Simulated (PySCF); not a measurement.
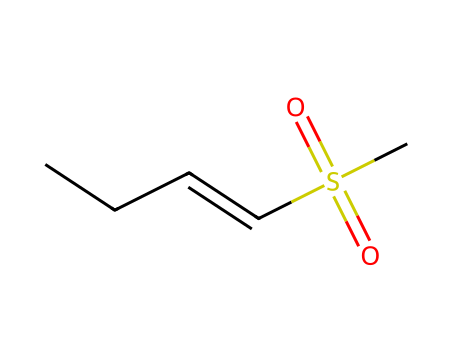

A structural formula.

Give its SMILES.

Answer. CC/C=C/S(C)(=O)=O

Give the formula, hydrogens included.

Answer. C5H10O2S.

An optimisation with GFN2-xTB gave a structure of which point group?

Answer. C1. Other conformers may differ.

The parts below concern this one geometry. Atoms keep their numbers from picture to picture. Computed geometry: GFN2-xTB optimisation. No frequency run is at hand to confirm it as a minimum.

## Shape

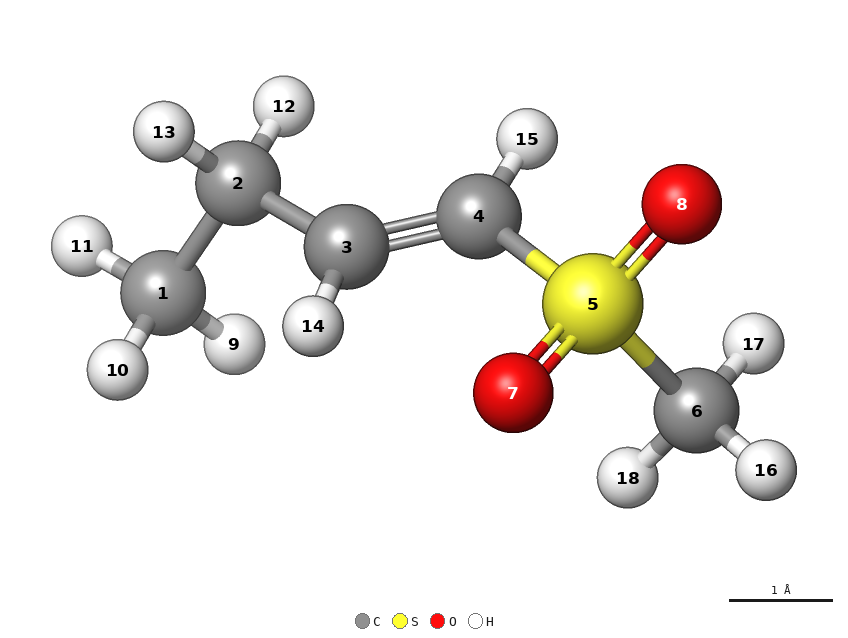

The atoms are numbered. No frequency run is at hand to confirm it as a minimum.

Estimate the angles C1–C2–H12, C1–C2–H13, C2–C1–H11, C2–C3–H14, C3–C2–H12, C3–C2–H13, C3–C4–S5, C4–C3–H14, C4–S5–O8, S5–C4–H15, S5–C6–H17, C6–S5–O7.

```
    angle  degrees
C1–C2–H12    110.2
C1–C2–H13    108.9
C2–C1–H11    110.2
C2–C3–H14    116.5
C3–C2–H12    110.2
C3–C2–H13    108.3
 C3–C4–S5    119.5
C4–C3–H14    117.2
 C4–S5–O8    108.8
S5–C4–H15    114.7
S5–C6–H17    108.3
 C6–S5–O7    108.3
```

## Electronic properties

No frequency run is at hand to confirm it as a minimum. Properties computed with PBE0/def2-SVPD, gas phase (PySCF 2.14.0). Excitations: vertical, linear response.

Computed properties:

- dipole moment: 5.33 D
- HOMO energy (Kohn–Sham orbital): −8.23 eV
- LUMO energy (Kohn–Sham orbital): −0.93 eV
- HOMO–LUMO gap: 7.30 eV
- mean static polarisability: 89.7 bohr³
- lowest vertical singlet excitation: 6.00 eV
- its oscillator strength: 0.006
- brightest of the 6 lowest singlets: 7.17 eV
- its oscillator strength: 0.38

## NMR shielding

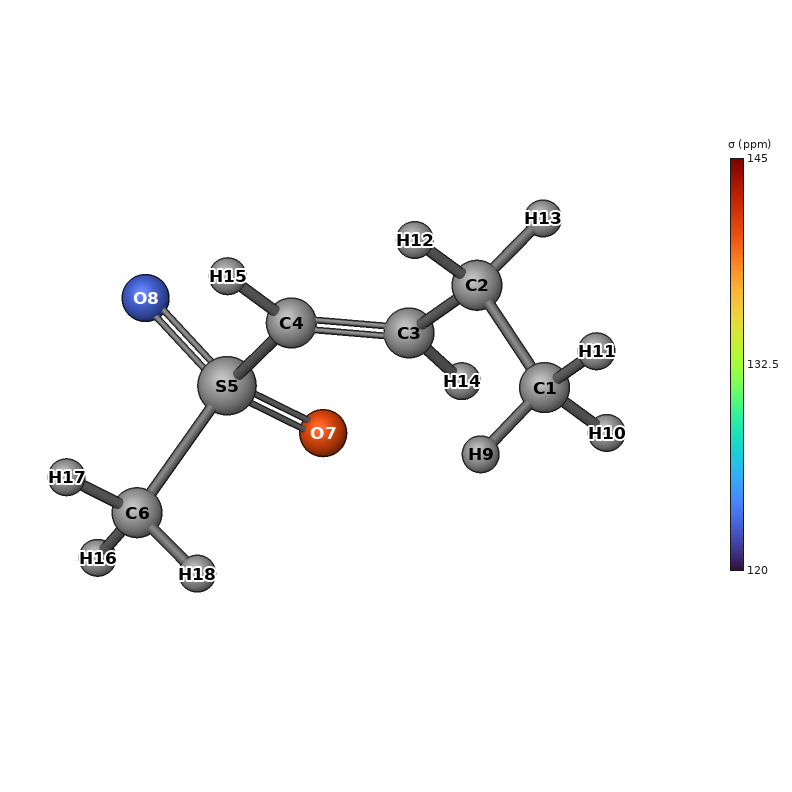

Atoms are coloured by their isotropic NMR shieldings (O only, the others grey). No frequency run is at hand to confirm it as a minimum. Properties computed with GIAO PBE0/pcSseg-1 NMR shielding, non-relativistic, gas phase (PySCF 2.14.0).

Give the isotropic NMR shieldings of the O atoms atom by atom.

```json
{"atom": "O7", "σ (ppm)": "140.6"}
{"atom": "O8", "σ (ppm)": "122.9"}
```

## Quadrupole coupling

No frequency run is at hand to confirm it as a minimum. Electric field gradients from the ground-state density, PBE0/pcSseg-1 (PySCF 2.14.0), non-relativistic apart from any core potentials.

Give the largest field-gradient component, the quadrupole coupling constant and the asymmetry for 33S at S5 (Q = −67.81 mb), 17O at O7 (Q = −25.6 mb), 17O at O8 (Q = −25.6 mb), 2H at H9 (Q = 2.86 mb), 2H at H10 (Q = 2.86 mb).

```tsv
atom	V_zz (a.u.)	e²qQ/h (MHz)	η
S5	−0.189	3.00	0.30
O7	1.349	−8.11	0.10
O8	1.358	−8.17	0.10
H9	0.314	0.211	0.02
H10	0.314	0.211	0.03
```
